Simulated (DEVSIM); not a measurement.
Structure: Au/SiO2/p-Si capacitor, at 450 K.

| layer (left to right) | material | thickness (nm) | Na (cm⁻³) |
|---|---|---|---|
| 1 | SiO2 | 11.0 | - |
| 2 | Si | 17000 | 1.2e15 |

Metal gate on the left, work function 5.1 eV. Fixed charge at the semiconductor interface 0 cm⁻² (in units of +e); no interface traps.

The device is made up for the run: typed textbook-type constants, with dimensions and the other settings drawn at random. Values at 300 K; Nc and Nv go as T^1.5, mobilities as T to minus their exponent, the gap by Varshni's rule with the affinity fixed.

```tsv
parameter	SiO2	Si
gap (eV)	9	1.124
affinity (eV)	0.9	4.05
permittivity	3.9	11.7
Nc (cm⁻³)	-	2.86e19
Nv (cm⁻³)	-	3.1e19
Varshni α (eV/K)	-	0.000473
Varshni β (K)	-	636
```

DEVSIM, 1D Poisson equation in equilibrium, Boltzmann statistics, complete ionisation; no quantum confinement or tunnelling. Metal contacts follow the ideal Schottky-Mott rule: no Fermi-level pinning, no interface dipoles.

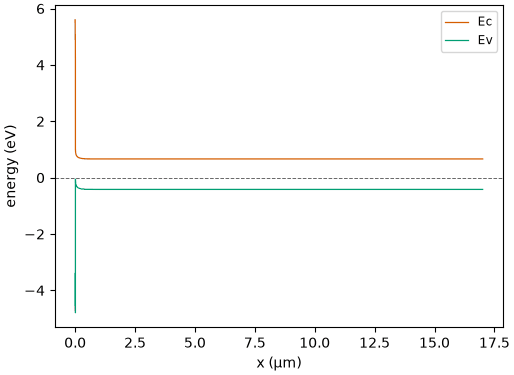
*Band edges at -1.4 V on the gate*

Energies count from the Fermi level of the right contact; mesh points crowd at the junctions.

| x (μm) | Ec (eV) | Ev (eV) | n (cm⁻³) | p (cm⁻³) | field (V/cm) |
|---|---|---|---|---|---|
| 0.000 | 5.600 | -3.400 | < 1e2 | < 1e2 | -1300000 |
| 0.001641 | 5.388 | -3.612 | < 1e2 | < 1e2 | -1300000 |
| 0.005098 | 4.942 | -4.058 | < 1e2 | < 1e2 | -1300000 |
| 0.008892 | 4.452 | -4.548 | < 1e2 | < 1e2 | -1300000 |
| 0.01112 | 1.025 | -0.056 | 1.7e8 | 1.3e19 | -400000 |
| 0.01316 | 0.970 | -0.112 | 7.3e8 | 3.2e18 | -200000 |
| 0.01841 | 0.904 | -0.177 | 3.9e9 | 5.9e17 | -84000 |
| 0.04092 | 0.810 | -0.271 | 4.5e10 | 5.2e16 | -24000 |
| 0.09013 | 0.743 | -0.338 | 2.5e11 | 9.3e15 | -8200 |
| 0.2173 | 0.690 | -0.391 | 9.8e11 | 2.4e15 | -2000 |
| 0.5457 | 0.666 | -0.415 | 1.8e12 | 1.3e15 | -170 |
| 1.888 | 0.664 | -0.417 | 1.9e12 | 1.2e15 | ≈ 0 |
| 4.862 | 0.664 | -0.417 | 1.9e12 | 1.2e15 | ≈ 0 |
| 11.16 | 0.664 | -0.417 | 1.9e12 | 1.2e15 | ≈ 0 |
| 15.34 | 0.664 | -0.417 | 1.9e12 | 1.2e15 | ≈ 0 |
| 16.37 | 0.664 | -0.417 | 1.9e12 | 1.2e15 | ≈ 0 |
| 16.76 | 0.664 | -0.417 | 1.9e12 | 1.2e15 | ≈ 0 |
| 16.91 | 0.664 | -0.417 | 1.9e12 | 1.2e15 | ≈ 0 |
| 16.98 | 0.664 | -0.417 | 1.9e12 | 1.2e15 | ≈ 0 |
| 17.00 | 0.664 | -0.417 | 1.9e12 | 1.2e15 | ≈ 0 |
| 17.01 | 0.664 | -0.417 | 1.9e12 | 1.2e15 | ≈ 0 |
| 17.01 | 0.664 | -0.417 | 1.9e12 | 1.2e15 | ≈ 0 |
